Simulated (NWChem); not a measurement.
**C2H3O (acetyl radical) at 6 levels**

We compute a comparison of 6 runs (UHF/STO-3G, UHF/6-31G, UCAM-B3LYP/STO-3G, UCAM-B3LYP/cc-pVDZ, UPBE0/def2-SVP, UPBE/aug-cc-pVDZ) of C2H3O (acetyl radical). 

Program for the calculation: NWChem 7.3.0.

### Step 1. The structure to begin with

C2H3O has 6 atoms, charge 0, and is taken as a doublet. As SMILES, `C[C]=O`. The shape is that of a PBE0-D4/def2-TZVP optimisation.

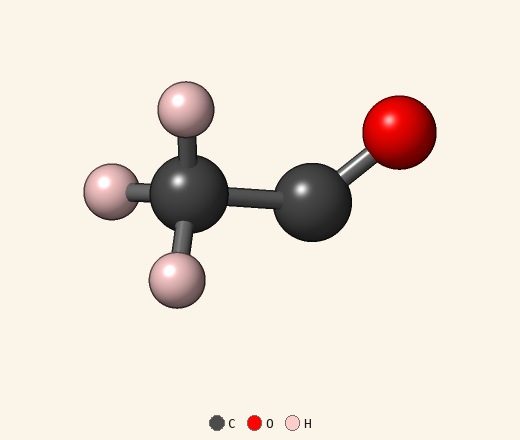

The structure, seen from a chosen angle (carbon dark grey, oxygen red, hydrogen pink).

### Step 2. Energy and gradient at UHF/STO-3G (run 1)

Input file job.nw:

```
start job
memory total 2200 mb

geometry units angstrom noautosym nocenter noautoz
 C       -0.150600       0.360900      -0.246200
 C       -0.095300      -0.937800       0.496900
 O        0.811800      -1.439800       1.050900
 H       -0.929700       0.983800       0.196900
 H        0.814100       0.875700      -0.222400
 H       -0.450200       0.157100      -1.276100
end

basis "ao basis" spherical bse
 * library STO-3G
end

scf
 nopen 1
 uhf
 thresh 1e-08
 maxiter 80
end

task scf gradient
```

Launch:

```console
$ nwchem job.nw > job.out
```

Standard output:

```text
[...]
  functions       =    18
[...]
  wavefunction    = UHF
[...]
         Total SCF energy =   -150.325165300570
      One electron energy =   -330.769714120434
      Two electron energy =    117.188721536603
 Nuclear repulsion energy =     63.255827283261
                       Sz =      0.5000
                 Sz(Sz+1) =      0.7500
                      S^2 =      0.8480
[...]
                         UHF ENERGY GRADIENTS
    atom               coordinates                        gradient
                 x          y          z           x          y          z
   1 C      -0.284593   0.682002  -0.465251    0.007739  -0.023431   0.016091
   2 C      -0.180091  -1.772185   0.939005    0.053629  -0.006293   0.019501
   3 O       1.534080  -2.720827   1.985913   -0.057654   0.034210  -0.036524
   4 H      -1.756878   1.859112   0.372087   -0.005677  -0.001212   0.001486
   5 H       1.538426   1.654833  -0.420275    0.006347   0.000233   0.001805
   6 H      -0.850755   0.296876  -2.411479   -0.004384  -0.003507  -0.002359
[...]
```

Wall time 1.2 s (1 thread of Intel Xeon 6975P-C (Granite Rapids), shared host); peak memory 0.1 GiB.

### Step 3. Energy and forces at UHF/6-31G (run 2)

Input file c2h3o.xyz:

```xyz
6

C     -0.150600     0.360900    -0.246200
C     -0.095300    -0.937800     0.496900
O      0.811800    -1.439800     1.050900
H     -0.929700     0.983800     0.196900
H      0.814100     0.875700    -0.222400
H     -0.450200     0.157100    -1.276100
```

Input file run.py:

```python
from ase.io import read
from ase.calculators.nwchem import NWChem

atoms = read('c2h3o.xyz')

calc = NWChem(
    label='c2h3o',
    theory='scf',
    memory='2200 mb',
    basis='6-31G',
    basispar='spherical bse',
    scf={'nopen': '1', 'uhf': None, 'thresh': '1e-08', 'maxiter': '80'},
)
atoms.calc = calc

forces = atoms.get_forces()
print("Total energy (eV):", round(atoms.get_potential_energy(), 6))
print("forces (eV/A):")
for s, f in zip(atoms.symbols, forces):
    print(f"{s:2s} {f[0]:10.5f} {f[1]:10.5f} {f[2]:10.5f}")
```

Launch:

```console
$ export ASE_NWCHEM_COMMAND="nwchem PREFIX.nwi > PREFIX.nwo"
$ python run.py
```

Standard output:

```text
Total energy (eV): -4142.173618
forces (eV/A):
C    -0.33568    0.22343   -0.24081
C    -0.70561    0.66756   -0.58009
O     0.96895   -0.77550    0.72654
H     0.30164   -0.08279   -0.15242
H    -0.39153   -0.18980   -0.01769
H     0.16229    0.15715    0.26446
```

The calculator wrote c2h3o.nwi:

```
title "c2h3o"

permanent_dir c2h3o

scratch_dir c2h3o

start c2h3o

geometry units angstrom nocenter noautosym noautoz
  C  -1.5060000000000001e-01 3.6090000000000000e-01 -2.4620000000000000e-01
  C  -9.5299999999999996e-02 -9.3779999999999997e-01 4.9690000000000001e-01
  O  8.1179999999999997e-01 -1.4398000000000000e+00 1.0508999999999999e+00
  H  -9.2969999999999997e-01 9.8380000000000001e-01 1.9689999999999999e-01
  H  8.1410000000000005e-01 8.7570000000000003e-01 -2.2239999999999999e-01
  H  -4.5019999999999999e-01 1.5709999999999999e-01 -1.2761000000000000e+00
end

memory 2200 mb

basis spherical bse noprint
   * library 6-31G
end

scf
  nopen 1
  uhf
  thresh 1e-08
  maxiter 80
end

task scf gradient
```

c2h3o.nwo:

```text
Northwest Computational Chemistry Package (NWChem) 7.3.0
             --------------------------------------------------------

           Job information
           ---------------

    nwchem branch   = 7.3.0
    use scalapack   = T
    input           = c2h3o.nwi
    prefix          = c2h3o.
    data base       = c2h3o/c2h3o.db
    status          = startup
    nproc           =        1

           Memory information
           ------------------

    heap     =     72089594 doubles =      550.0 Mbytes
    stack    =     72089599 doubles =      550.0 Mbytes
    global   =    144179200 doubles =     1100.0 Mbytes (distinct from heap & stack)
    total    =    288358393 doubles =     2200.0 Mbytes
    verify   = yes
    hardfail = no

[... 38 lines left out ...]
            Nuclear Dipole moment (a.u.)
[... 82 lines left out ...]
 1-e energy   =    -330.474585
[... 7 lines left out ...]
         Quadratically convergent UHF
[... 15 lines left out ...]
       Final UHF  results
[... 3 lines left out ...]
      One electron energy =   -331.757949803293
[... 1 line left out ...]
 Nuclear repulsion energy =     63.255827283261
[... 34 lines left out ...]
          Final beta eigenvalues
[... 190 lines left out ...]
                     UHF Final Beta Molecular Orbital Analysis
[... 248 lines left out ...]
                 ----------------------------------------
                 |  Time  |  1-e(secs)   |  2-e(secs)   |
                 ----------------------------------------
                 |  CPU   |       0.00   |       0.16   |
                 ----------------------------------------
                 |  WALL  |       0.00   |       0.16   |
                 ----------------------------------------

 Task  times  cpu:        1.7s     wall:        1.7s
 Total times  cpu:        1.8s     wall:        1.8s
```

Wall time 2.7 s (1 thread of Intel Xeon 6975P-C (Granite Rapids), shared host); peak memory 0.1 GiB.

Runs 3 to 4 aren't shown in full; the table further down has their settings and results.

### Step 4. Energy and gradient at UPBE0/def2-SVP (run 5)

Input file job.nw:

```
start job
title "C2H3O"
memory stack 880 mb heap 220 mb global 1100 mb
charge 0

geometry units angstrom noautosym nocenter noautoz
   C       -0.150600       0.360900      -0.246200
   C       -0.095300      -0.937800       0.496900
   O        0.811800      -1.439800       1.050900
   H       -0.929700       0.983800       0.196900
   H        0.814100       0.875700      -0.222400
   H       -0.450200       0.157100      -1.276100
end

basis spherical bse
   * library def2-SVP
end

dft
   xc pbe0
   mult 2
   grid xfine
   convergence energy 1e-08
   iterations 100
   mulliken
end

task dft gradient
```

Launch:

```console
$ nwchem job.nw > job.out
```

Standard output:

```text
[...]
          Wavefunction type:  spin polarized.
          No. of atoms     :     6
          No. of electrons :    23
[...]
          Charge           :     0
          Spin multiplicity:     2
[...]
          AO basis - number of functions:    57
[...]
              XC Information
              --------------
                         PBE0 Method XC Functional
                     Hartree-Fock (Exact) Exchange  0.250
          PerdewBurkeErnzerhof Exchange Functional  0.750
            Perdew 1991 LDA Correlation Functional  1.000 local
           PerdewBurkeErnz. Correlation Functional  1.000 non-local
[...]
 d= 0,ls=0.0,diis     1   -152.8107726917 -2.16D+02  1.37D-02  1.49D-01     1.6
[...]
 d= 0,ls=0.0,diis    12   -152.8897130526 -3.45D-09  1.14D-06  3.66D-10    17.9
[...]
         Total DFT energy =     -152.889713052604
      One electron energy =     -332.155037685422
           Coulomb energy =      136.303747781437
    Exchange-Corr. energy =      -20.294250431880
 Nuclear repulsion energy =       63.255827283261
[...]
      Total Density - Mulliken Population Analysis
     ---------------------------------------------
    Atom       Charge   Shell Charges
 -----------   ------   -------------------------------------------------------
    1 C    6     6.09   1.99  0.90  0.14  2.13  0.91  0.03
    2 C    6     6.00   1.99  0.98  0.42  1.88  0.65  0.08
    3 O    8     8.15   1.99  1.11  0.66  2.80  1.55  0.02
    4 H    1     0.92   0.73  0.16  0.03
    5 H    1     0.93   0.73  0.18  0.02
    6 H    1     0.91   0.73  0.16  0.03
[...]
      <S2> =      0.7527 (Exact =     0.7500)
[...]
  wavefunction    = open shell
                         DFT ENERGY GRADIENTS
    atom               coordinates                        gradient
                 x          y          z           x          y          z
   1 C      -0.284593   0.682002  -0.465251   -0.000398   0.004770  -0.002774
   2 C      -0.180091  -1.772185   0.939005    0.005394  -0.002410   0.003023
   3 O       1.534080  -2.720827   1.985913   -0.005699   0.003381  -0.003646
   4 H      -1.756878   1.859112   0.372087    0.004070  -0.003527  -0.002028
   5 H       1.538426   1.654833  -0.420275   -0.005001  -0.002885   0.000004
   6 H      -0.850755   0.296876  -2.411479    0.001633   0.000671   0.005420
[...]
```

Wall time 21 s (1 thread of Intel Xeon 6975P-C (Granite Rapids), shared host); peak memory 0.14 GiB.

### Step 5. Energy and forces at UPBE/aug-cc-pVDZ (run 6)

Input file mymol.nw:

```
start mymol
memory stack 880 mb heap 220 mb global 1100 mb
geometry units angstrom noautosym nocenter noautoz
 C     -0.150600     0.360900    -0.246200
 C     -0.095300    -0.937800     0.496900
 O      0.811800    -1.439800     1.050900
 H     -0.929700     0.983800     0.196900
 H      0.814100     0.875700    -0.222400
 H     -0.450200     0.157100    -1.276100
end
basis spherical bse
 * library aug-cc-pVDZ
end
dft
 xc xpbe96 cpbe96
 mult 2
 grid fine
 convergence energy 1e-08
 iterations 100
 mulliken
 noprint "final vectors analysis"
end
task dft gradient
```

Launch:

```console
$ nwchem mymol.nw > mymol.out
```

Standard output:

```text
[...]
          Wavefunction type:  spin polarized.
          No. of atoms     :     6
          No. of electrons :    23
[...]
          Charge           :     0
          Spin multiplicity:     2
[...]
          AO basis - number of functions:    96
[...]
              XC Information
              --------------
          PerdewBurkeErnzerhof Exchange Functional  1.000
            Perdew 1991 LDA Correlation Functional  1.000 local
           PerdewBurkeErnz. Correlation Functional  1.000 non-local
[...]
 d= 0,ls=0.0,diis     1   -152.9303959536 -2.16D+02  1.24D-02  1.90D-01     2.0
[...]
 d= 0,ls=0.0,diis    11   -153.0198952544 -7.62D-09  8.87D-07  1.32D-09    18.4
[...]
         Total DFT energy =     -153.019895254359
      One electron energy =     -332.155896910073
           Coulomb energy =      136.163390680910
    Exchange-Corr. energy =      -20.283216308458
 Nuclear repulsion energy =       63.255827283261
[...]
      Total Density - Mulliken Population Analysis
     ---------------------------------------------
    Atom       Charge   Shell Charges
 -----------   ------   -------------------------------------------------------
    1 C    6     5.31   2.02  0.66  0.25  0.08  2.16  0.21 -0.03  0.04 -0.08
    2 C    6     6.01   2.02  0.71  0.75  0.03  1.91  0.39  0.00  0.13  0.06
    3 O    8     8.28   2.01  0.86  0.97  0.14  2.80  1.38  0.08  0.02  0.02
    4 H    1     1.09   0.76  0.33 -0.00  0.03 -0.02
    5 H    1     1.21   0.76  0.43  0.02  0.03 -0.03
    6 H    1     1.09   0.76  0.33 -0.00  0.03 -0.02
[...]
      <S2> =      0.7518 (Exact =     0.7500)
[...]
  wavefunction    = open shell
                         DFT ENERGY GRADIENTS
    atom               coordinates                        gradient
                 x          y          z           x          y          z
   1 C      -0.284593   0.682002  -0.465251   -0.000582   0.002462  -0.001583
   2 C      -0.180091  -1.772185   0.939005    0.030132  -0.011410   0.015527
   3 O       1.534080  -2.720827   1.985913   -0.030418   0.017241  -0.018852
   4 H      -1.756878   1.859112   0.372087    0.006804  -0.005094  -0.003494
   5 H       1.538426   1.654833  -0.420275   -0.008828  -0.004859  -0.000127
   6 H      -0.850755   0.296876  -2.411479    0.002893   0.001660   0.008529
[...]
```

It took 23 s on 1 thread of Intel Xeon 6975P-C (Granite Rapids), shared host; peak memory 0.12 GiB.

### Step 6. All runs side by side

| run | level | iteration cap | module | energy (Eh) | dipole moment (D) | HOMO energy (eV) | LUMO energy (eV) | wall time |
| --- | --- | --- | --- | --- | --- | --- | --- | --- |
| 1 | UHF/STO-3G | 80 | scf | -150.325165 | 1.70 | -7.20 | 7.88 | 1.2 s |
| 2 | UHF/6-31G | 80 | scf | -152.222074 | 3.25 | -9.79 | 3.45 | 2.7 s |
| 3 | UCAM-B3LYP/STO-3G | 100 | dft | -151.082085 | – | – | – | 6.9 s |
| 4 | UCAM-B3LYP/cc-pVDZ | 100 | dft | -153.115698 | 2.37 | -6.85 | 0.12 | 29 s |
| 5 | UPBE0/def2-SVP | 100 | dft | -152.889713 | 2.45 | -5.58 | -1.18 | 21 s |
| 6 | UPBE/aug-cc-pVDZ | 100 | dft | -153.019895 | 2.45 | – | – | 23 s |

### Step 7. What came out

| quantity | value |
| --- | --- |
| run 6: total energy | -153.01990 Eh |
| run 6: dipole moment | 2.45 D |
| run 6: ⟨S²⟩ | 0.752 |
| run 6: largest force on an atom | 2.043 eV/Å |

Over runs 1, 2, 4, 5, 6 the dipole moment (its size) runs from 1.70 D (UHF/STO-3G) to 3.25 D (UHF/6-31G). Totals of different functionals can't be ranked against each other. In runs 1, 3 the basis is minimal, so the values are rough. All runs together took 84 s, the longest 29 s.
